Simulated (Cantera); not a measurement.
Input: 1 mol SiO2, 4.2 mol CH4, 1.1 mol N2, at 0.000330 bar.

Cantera equilibrium calculation (NASA polynomials, part measured and part estimated; ideal gas, pure solids and liquids). Candidate condensed phases: C, C6H6, C7H8, C8H18, H2O, Si, SiC, SiO2, Si2N2O, Si3N4; 151 gas species. The tables' values for SiN are old estimates; treat these amounts as uncertain. Equilibrium is a limit: real reactors are often held back by kinetics, nucleation or transport.

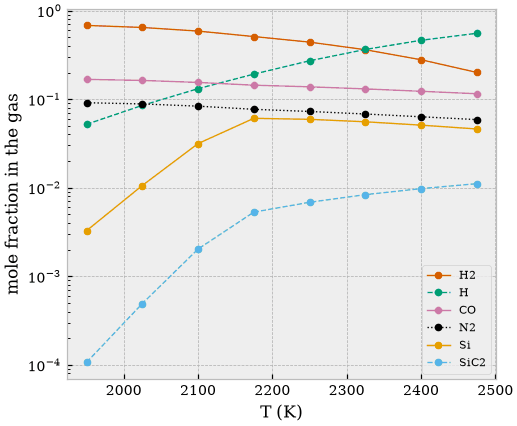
*Equilibrium gas composition (values under 1e-9 drawn at 1e-9)*

Q: Read off the mole fractions at 2475 K.

A: H about 0.55, H2 about 0.20, CO about 0.12, N2 about 0.059, Si about 0.046, SiC2 about 0.011.
